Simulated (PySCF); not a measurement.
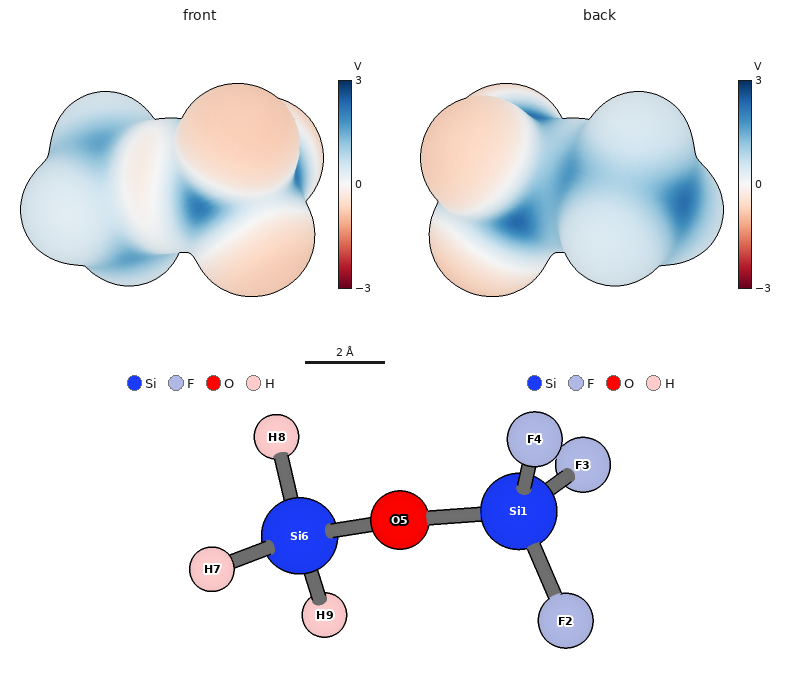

The picture shows: F3H3OSi2. The molecular electrostatic potential painted on the density surface at 0.002 e/bohr³, seen from the front and from behind; red is negative and blue positive. The bare structure is drawn below in the same view.

Geometry: PBE0-D3(BJ)/def2-SVP.

The calculation used PBE0/pcSseg-1, SCF density, gas phase, non-relativistic in PySCF.

```xyz
9

Si    0.0466    1.4135   -0.6562
F     1.4862    1.7063   -1.2768
F    -0.9661    1.1696   -1.8656
F    -0.4255    2.7197    0.1236
O     0.0888    0.1523    0.3310
Si   -0.0053   -1.4644    0.7394
H     0.7302   -1.6505    2.0179
H    -1.4377   -1.8358    0.9028
H     0.6156   -2.2801   -0.3417
```

Q: Describe the electrostatic potential map.

A: The most negative region (about −0.7 V) lies over F2, F3 and F4, the most positive (about +2.1 V) over Si1 and Si6.

Q: What dipole moment does the calculation give?

A: Its dipole moment is 2.48 D.
